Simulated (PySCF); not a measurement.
# C₆H₇F: a tour of settings, part 2 of 2

PySCF 2.14.0. Atoms count from 0. Earlier steps stand in the parts before.

## 5. Ultraviolet spectrum: wB97X/def2-SVPD

What the job is given:

```
{"job": {"kind": "uv", "xc": "wB97X", "basis": "def2-SVPD", "nstates": 25, "ntriplets": 5, "tda": true, "scf": {"aux": "def2-qzvpp-jkfit"}, "grid": 4}, "charge": 0, "multiplicity": 1}
F     -1.422762     2.304226     0.228968
C     -0.675685     1.174541     0.111318
C      0.635825     1.258841    -0.001625
C      1.499819     0.045821    -0.135833
C      0.711297    -1.226153    -0.121571
C     -0.603535    -1.283346    -0.005610
C     -1.482598    -0.079206     0.129396
H      1.123639     2.221961    -0.000231
H      2.236137     0.029361     0.676856
H      2.075618     0.108970    -1.067276
H      1.291723    -2.133627    -0.214524
H     -1.115941    -2.235297    -0.002449
H     -2.219016    -0.054210    -0.683197
H     -2.055198    -0.132356     1.063611
```

Method: TDA wB97X/def2-SVPD, vertical, gas phase, core orbitals frozen in the response.

Log:

```text
final grid: 310440 points
cycle   1  E = -332.2988321402  dE =  1.384e+00  |g| = 4.799e-01  |ddm| = 7.312e+00
cycle   2  E = -332.3161667091  dE = -1.733e-02  |g| = 4.652e-01  |ddm| = 1.411e+00
cycle   3  E = -332.3509368933  dE = -3.477e-02  |g| = 5.214e-02  |ddm| = 6.062e-01
cycle   4  E = -332.3515490903  dE = -6.122e-04  |g| = 2.070e-02  |ddm| = 1.771e-01
cycle   5  E = -332.3516521657  dE = -1.031e-04  |g| = 6.807e-03  |ddm| = 7.041e-02
cycle   6  E = -332.3516632185  dE = -1.105e-05  |g| = 1.441e-03  |ddm| = 1.971e-02
cycle   7  E = -332.3516640636  dE = -8.451e-07  |g| = 7.118e-04  |ddm| = 6.278e-03
cycle   8  E = -332.3516642503  dE = -1.867e-07  |g| = 1.593e-04  |ddm| = 3.241e-03
cycle   9  E = -332.3516642615  dE = -1.118e-08  |g| = 8.380e-05  |ddm| = 6.682e-04
cycle  10  E = -332.3516642643  dE = -2.837e-09  |g| = 2.419e-05  |ddm| = 2.710e-04
cycle  11  E = -332.3516642646  dE = -3.181e-10  |g| = 5.741e-06  |ddm| = 1.097e-04
converged SCF energy = -332.3516642646

Static polarisability (au): isotropic 66.697, principal 48.390 66.224 85.478

Singlet excitations
state   eV       nm        f      main configurations
  1   6.6757    185.7   0.00025   H->L 0.96
  2   7.1933    172.4   0.01351   H->L+1 0.85
  3   7.6069    163.0   0.03893   H->L+2 0.55, H-1->L 0.42
  4   7.6492    162.1   0.00042   H-1->L+1 0.59, H->L+4 0.33
  5   7.9363    156.2   0.01102   H->L+3 0.49, H->L+5 0.23
  6   8.3443    148.6   0.05062   H-1->L+2 0.88
  7   8.3599    148.3   0.00080   H-2->L 0.85
  8   8.4403    146.9   0.00921   H->L+3 0.35, H->L+5 0.27, H-1->L+3 0.10
  9   8.6073    144.0   1.09661   H-1->L 0.46, H->L+2 0.35
 10   8.6936    142.6   0.00141   H->L+4 0.37, H-1->L+1 0.21, H-1->L+7 0.11
 11   8.7399    141.9   0.02753   H-1->L+4 0.44, H->L+6 0.25, H->L+7 0.17
 12   8.9461    138.6   0.00003   H-2->L+2 0.43, H-3->L 0.40
 13   9.1791    135.1   0.03003   H-1->L+3 0.37, H->L+7 0.23, H->L+6 0.15
 14   9.2727    133.7   0.02615   H-1->L+5 0.35, H->L+9 0.14, H->L+6 0.13
 15   9.3301    132.9   0.00087   H-3->L 0.35, H-2->L+2 0.32
 16   9.5099    130.4   0.08571   H->L+8 0.90
 17   9.5835    129.4   0.00919   H-1->L+3 0.32, H->L+7 0.20, H->L+6 0.16
 18   9.7398    127.3   0.00079   H-3->L+2 0.54, H-4->L 0.25
 19   9.8423    126.0   0.00752   H-1->L+5 0.17, H-1->L+6 0.14, H->L+7 0.14
 20   9.8883    125.4   0.00402   H-2->L+1 0.89
 21  10.0114    123.8   0.01193   H-1->L+6 0.27, H->L+9 0.18, H-1->L+4 0.12
 22  10.1113    122.6   0.06995   H->L+10 0.64, H-1->L+8 0.23
 23  10.1687    121.9   0.00140   H-1->L+7 0.32, H-1->L+6 0.14, H->L+14 0.10
 24  10.2173    121.3   0.03835   H-1->L+8 0.52, H->L+10 0.29, H->L+13 0.12
 25  10.2903    120.5   0.01380   H-1->L+7 0.17, H->L+15 0.16, H-1->L+6 0.13

Triplet excitations (Tamm-Dancoff, eV): 4.5091 4.5863 7.2117 7.2914 7.6528
```

Wall time 83 s (1 thread of Intel Xeon at 2.70GHz, shared host); peak memory 0.94 GiB.

Key values: HOMO -9.20 eV, LUMO 2.44 eV; lowest singlet 6.68 eV.

## 6. NMR shieldings: B97-2/6-311G**

Same as in step 5 but for these lines:

```diff
@@ -1,2 +1,2 @@
-{"job": {"kind": "uv", "xc": "wB97X", "basis": "def2-SVPD", "nstates": 25, "ntriplets": 5, "tda": true, "scf": {"aux": "def2-qzvpp-jkfit"}, "grid": 4}, "charge": 0, "multiplicity": 1}
+{"job": {"kind": "nmr", "xc": "B97-2", "basis": "6-311G**", "pop": false, "scf": {"aux": "def2-qzvpp-jkfit", "guess": "huckel"}}, "charge": 0, "multiplicity": 1}
 F     -1.422762     2.304226     0.228968
```

Method: GIAO B97-2/6-311G** NMR shielding, non-relativistic, gas phase.

Log:

```text
final grid: 116456 points
cycle   1  E = -326.1064844777  dE =  3.461e+00  |g| = 5.625e+00  |ddm| = 5.369e+00
cycle   2  E = -300.1364359716  dE =  2.597e+01  |g| = 1.035e+01  |ddm| = 4.769e+01
cycle   3  E = -331.8010403371  dE = -3.166e+01  |g| = 2.112e+00  |ddm| = 4.775e+01
cycle   4  E = -332.0283065471  dE = -2.273e-01  |g| = 1.525e+00  |ddm| = 2.472e+00
cycle   5  E = -332.5749648383  dE = -5.467e-01  |g| = 4.754e-01  |ddm| = 1.536e+00
cycle   6  E = -332.6190756473  dE = -4.411e-02  |g| = 2.176e-01  |ddm| = 4.677e-01
cycle   7  E = -332.6304894189  dE = -1.141e-02  |g| = 5.044e-02  |ddm| = 2.154e-01
cycle   8  E = -332.6310106108  dE = -5.212e-04  |g| = 2.432e-02  |ddm| = 4.814e-02
cycle   9  E = -332.6311492424  dE = -1.386e-04  |g| = 2.676e-03  |ddm| = 1.966e-02
cycle  10  E = -332.6311504902  dE = -1.248e-06  |g| = 1.225e-03  |ddm| = 3.017e-03
cycle  11  E = -332.6311508024  dE = -3.122e-07  |g| = 2.717e-04  |ddm| = 1.317e-03
cycle  12  E = -332.6311508192  dE = -1.674e-08  |g| = 7.554e-05  |ddm| = 2.717e-04
cycle  13  E = -332.6311508205  dE = -1.356e-09  |g| = 1.674e-05  |ddm| = 7.213e-05
cycle  14  E = -332.6311508206  dE = -6.230e-11  |g| = 4.936e-06  |ddm| = 1.513e-05
converged SCF energy = -332.6311508206

GIAO shielding tensors (ppm)
atom      isotropic    diamagn.    paramagn.     s11        s22        s33       span
  0 F      280.331     472.246    -191.916    188.368    305.054    347.570    159.201
  1 C       26.732     253.151    -226.420    -66.419     72.100     74.514    140.934
  2 C       86.731     254.003    -167.272     -3.732    103.958    159.965    163.697
  3 C      157.915     245.311     -87.396    143.223    161.668    168.854     25.631
  4 C       62.104     252.860    -190.756    -47.345     68.166    165.492    212.838
  5 C       63.868     253.451    -189.583    -42.828     77.197    157.234    200.062
  6 C      158.604     245.812     -87.207    145.659    161.215    168.940     23.281
  7 H       26.851      30.645      -3.793     24.527     26.673     29.354      4.828
  8 H       29.096      29.314      -0.218     25.072     27.506     34.710      9.639
  9 H       29.092      29.305      -0.213     25.066     27.495     34.714      9.648
 10 H       26.244      30.537      -4.293     24.536     26.017     28.179      3.643
 11 H       26.256      30.503      -4.247     24.192     26.222     28.352      4.160
 12 H       29.146      29.079       0.068     25.566     27.712     34.161      8.595
 13 H       29.138      29.082       0.057     25.562     27.694     34.159      8.597
```

Run time: 26 s. Hardware: 1 thread of Intel Xeon at 2.70GHz, shared host; peak memory 0.87 GiB.

In short: δ C1 163.1, C4 127.7, C5 126.0, C2 103.1, H10 5.95, H11 5.94 ppm.

## 7. Comparing the runs: NMR shifts

Shifts (ppm) of some atoms, chosen among heavy atoms and hydrogens apart, means over like atoms, with basis size and wall time:

| run | C1 | C4 | C5 | C3 | H8 | H12 | F0 | functions | time |
| --- | --- | --- | --- | --- | --- | --- | --- | --- | --- |
| PBE0/pcSseg-1 | 167.8 | 131.8 | 129.9 | 31.4 | 3.08 | 3.02 | -104.6 | 154 | 22 s |
| BP86/aug-pcSseg-1 | 170.3 | 131.8 | 130.7 | 34.8 | 3.27 | 3.21 | -123.2 | 245 | 1.8 min |
| B97-2/6-311G** | 163.1 | 127.7 | 126.0 | 31.9 | 3.10 | 3.05 | -112.8 | 168 | 26 s |

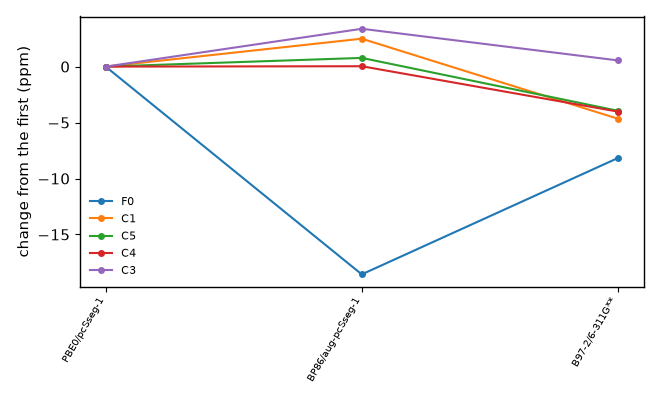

How five of the tabulated atoms move from run to run.

## 8. Comparing the runs: electronic excitations

Excitations and ground-state properties, with basis size and wall time:

| run | lowest singlet (eV) | brightest (eV) | f | gap (eV) | α (Å³) | μ (D) | functions | time |
| --- | --- | --- | --- | --- | --- | --- | --- | --- |
| PBE0/def2-SVPD | 5.95 | 6.65 | 0.019 | 7.11 | 9.94 | 1.78 | 199 | 38 s |
| wB97X/def2-SVPD | 6.68 | 8.61 | 1.097 | 11.65 | 9.88 | 1.81 | 199 | 83 s |

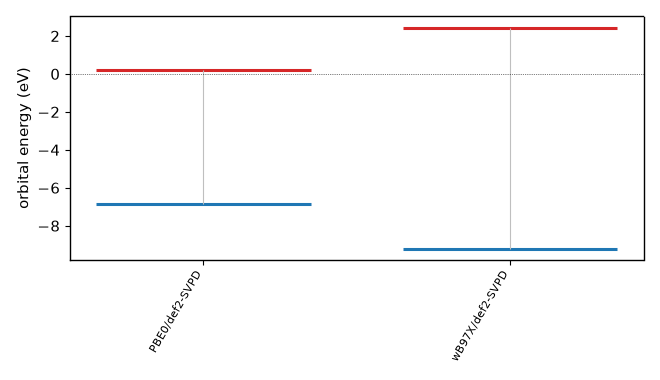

HOMO (blue) and LUMO (red) run by run.

## 9. Summary of results

What follows sums up all 2 parts.

| quantity | value |
| --- | --- |
| ¹³C shifts against TMS (PBE0/pcSseg-1) | 167.8, 131.8, 129.9, 106.2, 31.4, 31.0 ppm |
| ¹H shifts against TMS (PBE0/pcSseg-1, means over atoms taken as alike) | 5.94, 5.90, 5.44, 3.08, 3.02 ppm |
| ¹⁹F shifts against CFCl3 (PBE0/pcSseg-1) | -104.6 ppm |
| lowest singlet (PBE0/def2-SVPD) | 5.95 eV (209 nm), f = 0.001 |
| brightest single state of those computed | state 3, 6.65 eV, f = 0.019 |
| lowest triplet | 4.36 eV |
| range of the shift of F0 | -123.2 to -104.6 ppm |
| range of the lowest singlet | 5.95 to 6.68 eV |

In words: Single values in the summary come from the first run of each kind that ended normally (PBE0/pcSseg-1; PBE0/def2-SVPD), which need not be the best level. At PBE0/pcSseg-1: The widest tensor belongs to C4: span 224 ppm, with a paramagnetic part of -200 ppm. The first singlet state (HOMO→LUMO 0.97) lies at 5.95 eV and is dark; of the 6 states computed, the strongest absorption comes from state 3 at 6.65 eV. The lowest triplet lies 1.59 eV below the lowest singlet (triplets in Tamm-Dancoff, singlets in full TDDFT). Across the 3 runs the shift of F0 moves most, between -123.2 (BP86/aug-pcSseg-1) and -104.6 ppm (PBE0/pcSseg-1). The lowest singlet runs from 5.95 eV (PBE0/def2-SVPD) to 6.68 eV (wB97X/def2-SVPD), while the orbital gap spans 7.11 to 11.65 eV: the excitation energy moves far less from run to run than the orbital gap does. The lowest state need not be the same one in every run. The runs solved for a few states only, so the brightest column depends on that window.
